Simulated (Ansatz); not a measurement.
**[SiH3]− (SMILES [SiH3-]) at 6 levels**

Wanted: a comparison of 6 runs (SVWN5/6-31G, r2SCAN/6-31G, r2SCAN0/6-31G, revPBE/3-21G, revPBE/6-31G, CCSD/6-31G) of [SiH3]−. 

Program for the calculation: Ansatz 0.2.0.

2 further runs of the same task are left out: 2 set aside as unsound or not needed.

**1. The structure to begin with**

[SiH3]− has 4 atoms, charge -1, and is taken as a singlet. SMILES: `[SiH3-]`. The H2–Si1 distance was set to 2.318 Å, away from the relaxed value. At this shape a bond of the SMILES string is far longer than usual.

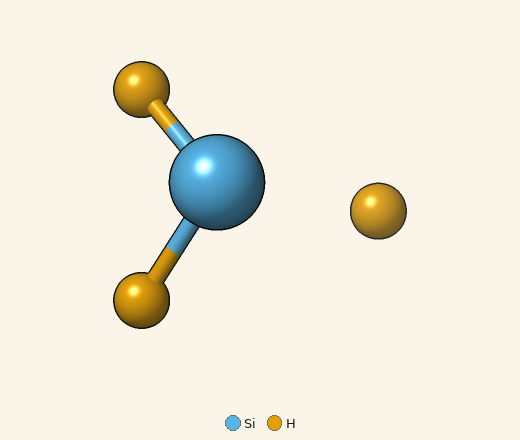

The structure, seen from a chosen angle (silicon blue, hydrogen amber).

**2. A single-point energy at SVWN5/6-31G (run 1)**

File run.yaml:

```yaml
crystal:
  periodic: [false, false, false]
  atoms:
    - {symbol: Si, position_ang: [0.596248, -0.387188, -0.994276]}
    - {symbol: H, position_ang: [0.426600, 0.622300, 1.085900]}
    - {symbol: H, position_ang: [-0.241952, -1.620188, -0.586576]}
    - {symbol: H, position_ang: [-0.611252, 0.375712, -1.585176]}
basis:
  gaussian: {orbitals: 6-31G}
total_charge: -1
hamiltonian: {xc: {name: SVWN5}}
accuracy: high
```

Run with:

```
$ ansatz run run.yaml --threads 1 --pin off --max-ram 2610MiB --events-out events.jsonl --progress --plain --runs-dir runs
```

What it wrote:

```text
Warning: RAYON_NUM_THREADS=1 ignored (pool sized by the plan → 1); use --threads N
Functional definition: SVWN5
  name "SVWN5"
  exchange = slater_x
  correlation = vwn5_c
409 factors; integrals over basis functions are off by at most 3.5e-9 eV
mean field evaluation 1: about -7890.2482 eV, gradient 1.0e1 eV
mean field evaluation 2: about -7887.5398 eV, gradient 2.2e1 eV
mean field evaluation 4: about -7890.8161 eV, gradient 4.9e-1 eV
mean field evaluation 8: about -7890.8131 eV, gradient 2.9e-3 eV
mean field evaluation 16: about -7890.8131 eV, gradient 4.8e-8 eV
mean field -7890.81307493 eV, -289.9820319184 hartree, gradient 9.8e-9 eV, S^2 0.000000; 0 other end points of the search recorded, 0 dependent functions left out
reference -7890.81307754 eV, -289.9820320145 hartree; 9, 9 occupied and 10, 10 virtual orbitals, 409 factors
Total energy: -7890.81307754 eV, -289.9820320145 hartree
```

It took 0.38 s on 1 thread of Intel Xeon Platinum 8488C (Sapphire Rapids), shared host.

**3. A single-point energy at r2SCAN/6-31G (run 2)**

File molecule.yaml:

```yaml
crystal:
  periodic: [false, false, false]
  atoms:
    - {symbol: Si, position_ang: [0.596248, -0.387188, -0.994276]}
    - {symbol: H, position_ang: [0.426600, 0.622300, 1.085900]}
    - {symbol: H, position_ang: [-0.241952, -1.620188, -0.586576]}
    - {symbol: H, position_ang: [-0.611252, 0.375712, -1.585176]}
basis:
  gaussian:
    orbitals: 6-31G
total_charge: -1
accuracy: high
hamiltonian:
  xc: {name: r2SCAN}
```

Run with:

```
$ ansatz run molecule.yaml --threads 1 --pin off --max-ram 2610MiB --events-out events.jsonl --progress --plain --runs-dir runs
```

What it wrote:

```text
Warning: RAYON_NUM_THREADS=1 ignored (pool sized by the plan → 1); use --threads N
Functional definition: r2SCAN
  name "r2SCAN"
  parameter k0 = 0.174
  parameter k1 = 0.065
  parameter a1 = 4.9479
  exchange = r2scan_x(k0 = k0, k1 = k1, a1 = a1)
  correlation = r2scan_c
409 factors; integrals over basis functions are off by at most 3.5e-9 eV
mean field evaluation 1: about -7921.8914 eV, gradient 1.0e1 eV
mean field evaluation 2: about -7919.7718 eV, gradient 2.0e1 eV
mean field evaluation 4: about -7922.4911 eV, gradient 3.5e-1 eV
mean field evaluation 8: about -7922.4857 eV, gradient 9.0e-4 eV
mean field evaluation 16: about -7922.4857 eV, gradient 3.3e-8 eV
mean field -7922.48574532 eV, -291.1459810869 hartree, gradient 3.3e-8 eV, S^2 0.000000; 0 other end points of the search recorded, 0 dependent functions left out
reference -7922.48574591 eV, -291.1459811086 hartree; 9, 9 occupied and 10, 10 virtual orbitals, 409 factors
Total energy: -7922.48574591 eV, -291.1459811086 hartree
```

Run time: 1.2 s. Hardware: 1 thread of Intel Xeon Platinum 8488C (Sapphire Rapids), shared host; peak memory 0.13 GiB.

**4. The energy at r2SCAN0/6-31G (run 3)**

File run.yaml:

```yaml
crystal:
  periodic: [false, false, false]
  atoms:
    - symbol: Si
      position_ang: [0.596248, -0.387188, -0.994276]
    - symbol: H
      position_ang: [0.426600, 0.622300, 1.085900]
    - symbol: H
      position_ang: [-0.241952, -1.620188, -0.586576]
    - symbol: H
      position_ang: [-0.611252, 0.375712, -1.585176]
basis:
  gaussian:
    orbitals: 6-31G
total_charge: -1
hamiltonian:
  xc: {name: r2SCAN0}
accuracy: high
```

Run with:

```
$ ansatz run run.yaml --threads 1 --pin off --max-ram 2610MiB --events-out events.jsonl --progress --plain --runs-dir runs
```

What it wrote:

```text
Warning: RAYON_NUM_THREADS=1 ignored (pool sized by the plan → 1); use --threads N
Functional definition: r2SCAN0
  name "r2SCAN0"
  parameter a = 0.25
[... 3 set-up lines as earlier in the session ...]
  exchange = (1 - a)*r2scan_x(k0 = k0, k1 = k1, a1 = a1) + a*exact_x
[... 1 set-up line as earlier in the session ...]
409 factors; integrals over basis functions are off by at most 3.5e-9 eV
mean field evaluation 1: about -7921.8438 eV, gradient 8.4e0 eV
mean field evaluation 2: about -7921.6253 eV, gradient 1.0e1 eV
mean field evaluation 4: about -7922.2675 eV, gradient 3.5e-2 eV
mean field evaluation 8: about -7922.2630 eV, gradient 2.9e-4 eV
mean field -7922.26295811 eV, -291.1377938078 hartree, gradient 3.4e-8 eV, S^2 0.000000; 0 other end points of the search recorded, 0 dependent functions left out
reference -7922.26295858 eV, -291.1377938251 hartree; 9, 9 occupied and 10, 10 virtual orbitals, 409 factors
Total energy: -7922.26295858 eV, -291.1377938251 hartree
```

Run time: 1.1 s. Hardware: 1 thread of Intel Xeon Platinum 8488C (Sapphire Rapids), shared host; peak memory 0.13 GiB.

Runs 4 to 5 aren't shown in full; the table further down has their settings and results.

**5. A single-point energy at CCSD/6-31G (run 6)**

File run.yaml:

```yaml
crystal:
  periodic: [false, false, false]
  atoms:
    - {symbol: Si, position_ang: [0.596248, -0.387188, -0.994276]}
    - {symbol: H, position_ang: [0.426600, 0.622300, 1.085900]}
    - {symbol: H, position_ang: [-0.241952, -1.620188, -0.586576]}
    - {symbol: H, position_ang: [-0.611252, 0.375712, -1.585176]}
basis:
  gaussian: {orbitals: 6-31G}
total_charge: -1
correlation: {method: ccsd, frozen_orbitals: {H: 0, Si: 5}}
accuracy: high
scf: {omitted_lower_state_checks: [cluster_reference, increment]}
```

Run with:

```
$ ansatz run run.yaml --threads 1 --pin off --max-ram 2610MiB --events-out events.jsonl --progress --plain --runs-dir runs
```

What it wrote, cut to the lines that bear on the results:

```text
Warning: RAYON_NUM_THREADS=1 ignored (pool sized by the plan → 1); use --threads N
Functional definition: HF
  name "HF"
[...]
409 factors; integrals over basis functions are off by at most 3.5e-9 eV
[...]
mean field -7905.54320026 eV, -290.5233540399 hartree, gradient 7.9e-9 eV, S^2 0.000000; 0 other end points of the search recorded, 0 dependent functions left out; unrestricted orbitals would lower it
5 core orbitals not correlated: weight in the atoms' cores, before any rotation towards them, 1.000 or more for the frozen orbitals, at most 0.000 for the correlated occupied ones
reference -7905.54320026 eV, -290.5233540399 hartree; 4, 4 occupied and 10, 10 virtual orbitals, 409 factors
second order -1.69085462 eV of doubles, -0.00000000 eV of singles
cycle   1  -2.13894302 eV  change   -4.5e-1 eV  update   7.5e-2
[...]
cycle  21  -2.44759743 eV  change  -2.9e-10 eV  update  3.0e-10
Total energy: -7907.99079769 eV, -290.6133015865 hartree
Checks for a lower state left out: cluster_reference, increment
```

Wall time 0.2 s (1 thread of Intel Xeon Platinum 8488C (Sapphire Rapids), shared host).

**6. All runs side by side**

```
run          level  frozen core orbitals  energy (Eh)  wall time
  1    SVWN5/6-31G                     –  -289.982032     0.38 s
  2   r2SCAN/6-31G                     –  -291.145981      1.2 s
  3  r2SCAN0/6-31G                     –  -291.137794      1.1 s
  4   revPBE/3-21G                     –  -289.610127     0.44 s
  5   revPBE/6-31G                     –  -291.123258     0.54 s
  6     CCSD/6-31G                     5  -290.613302      0.2 s
```

**7. What came out**

| quantity | value |
| --- | --- |
| run 6: total energy | -290.61330 Eh |
| run 6: correlation energy (5 core orbitals frozen) | -89.9 mEh |
| run 6: T1 diagnostic | 0.024 |

What this shows: Totals of different functionals can't be ranked against each other. In run 6 the log says that unrestricted orbitals would lower the reference, so the values rest on an unstable closed-shell determinant (other closed-shell runs at this shape may share the fault). All runs together took 3.9 s, the longest 1.2 s.
